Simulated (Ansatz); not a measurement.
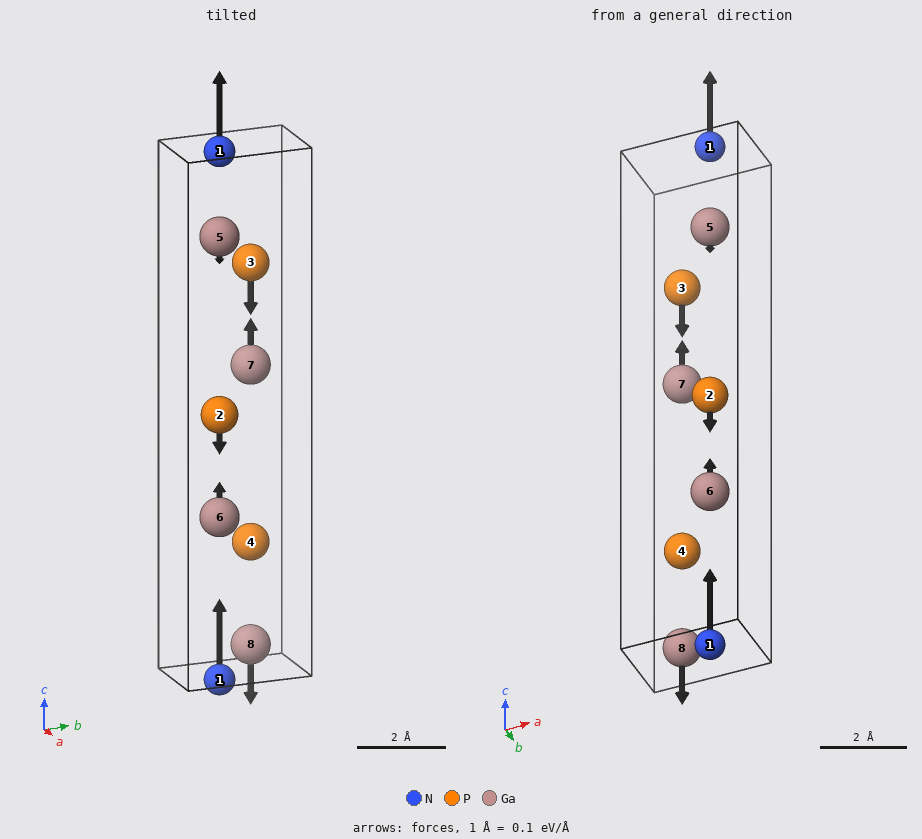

Spheres-only drawing of the structure, looking slightly off an axis and from a general direction. The simulation cell is drawn as a box. The arrows are the computed forces on the atoms.

System: Ga4P3N. Setup: Ansatz, DFT, PBE, plane waves, PAW; a basis cut at 420 eV, a 12×12×2 sampling of the Brillouin zone, Fermi-Dirac smearing of 0.02 eV, no spin polarisation.

**Is the structure at rest?**

No. The atoms still feel forces of up to about 0.15 eV/Å, above a usual threshold of 0.01 to 0.03 eV/Å.

**Which atom feels the largest force?**

N1, about 0.15 eV/Å.

The initial geometry was a structure type filled with these elements by a generator (whether the compound takes this form wasn't checked). Earlier steps of the study may have refined or changed the cell and positions. Ansatz was used for an electronic-structure calculation on it.
